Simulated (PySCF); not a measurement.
# Run report: C3H3Cl3Si, geometry relaxation

C3H3Cl3Si, SMILES C=C=C[Si](Cl)(Cl)Cl, computed with PBE0-D3(BJ)/def2-SVP geometry optimisation, gas phase (PySCF 2.14.0).

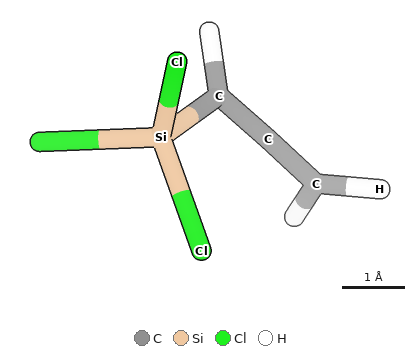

Figure 1. The starting structure (stick view, seen at a tilt). Bond lengths as drawn: Cl–Si 2.02 to 2.03 Å, C–C 1.29 to 1.30 Å, C–H 1.08 Å and C–Si 1.88 Å.

**Input**
```
{"job": {"xc": "PBE0", "basis": "def2-SVP", "d3": "d3bj", "grid": 1, "kind": "geom"}, "charge": 0, "multiplicity": 1}
C      2.221970    -0.143120    -0.431200
C      1.108810    -0.000300     0.206190
C     -0.034680     0.136450     0.811670
Si    -1.706580     0.045230    -0.051100
Cl    -2.566940     1.878710    -0.073850
Cl    -1.474720    -0.611340    -1.946400
Cl    -2.918070    -1.213040     0.971830
H      2.688070    -1.106670    -0.551600
H      2.739950     0.699000    -0.858690
H     -0.040040     0.324390     1.878090
```

The first line tells a small driver script what to run in PySCF; the rest is the geometry in Å.

Machine: 1 CPU thread, shared host.

**Log**
```
step   0  E = -1785.00974567  max force = 0.024681
step   1  E = -1785.01209190  max force = 0.004652
step   2  E = -1785.01230026  max force = 0.002022
step   3  E = -1785.01236779  max force = 0.000419
step   4  E = -1785.01237581  max force = 0.000320
optimisation converged
```

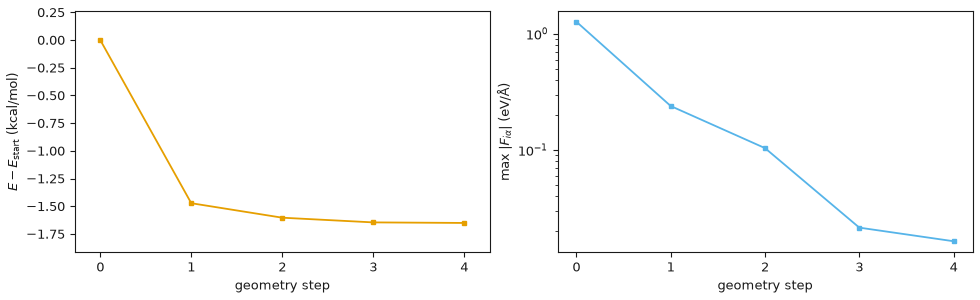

Figure 2. Progress of the relaxation, step by step (steps are counted from 0).

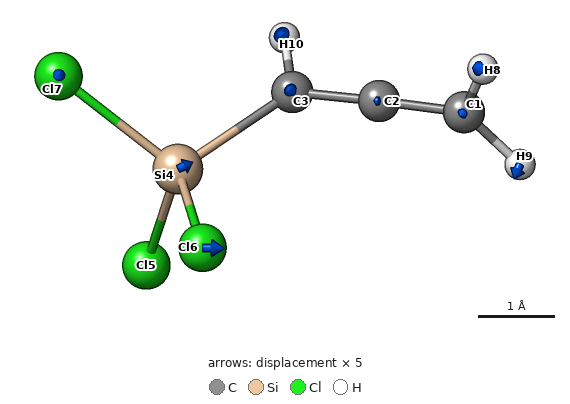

Figure 3. The starting structure with the displacements as blue arrows, magnified 5 times (ball-and-stick view, seen at a tilt). The two geometries are laid on each other by the best rigid fit. The largest move after the best rigid fit is that of Cl6, 0.062 Å. Largest moves by element: Cl 0.062 Å, H 0.052 Å, Si 0.047 Å, C 0.035 Å. Distances before and after: C3–Si4 1.884 → 1.841 Å, Si4–Cl6 2.019 → 2.046 Å, Si4–Cl5 2.025 → 2.052 Å, C1–H8 1.077 → 1.094 Å. Among the angles that change: C2–C3–Si4 124.2° → 121.8°. After 4 geometry steps the energy has fallen by 1.65 kcal/mol. Largest force component: 1.3 eV/Å at the start, 0.016 eV/Å at the end. (Atoms are counted from 1 in the order of the input.)

**Summary**

```json
{"quantity": "outcome", "value": "converged"}
{"quantity": "total energy", "value": "−1785.012376 hartree"}
{"quantity": "dipole moment", "value": "2.33 D"}
{"quantity": "point group", "value": "C1"}
{"quantity": "wall time", "value": "28 s"}
{"quantity": "peak memory", "value": "0.55 GiB"}
```
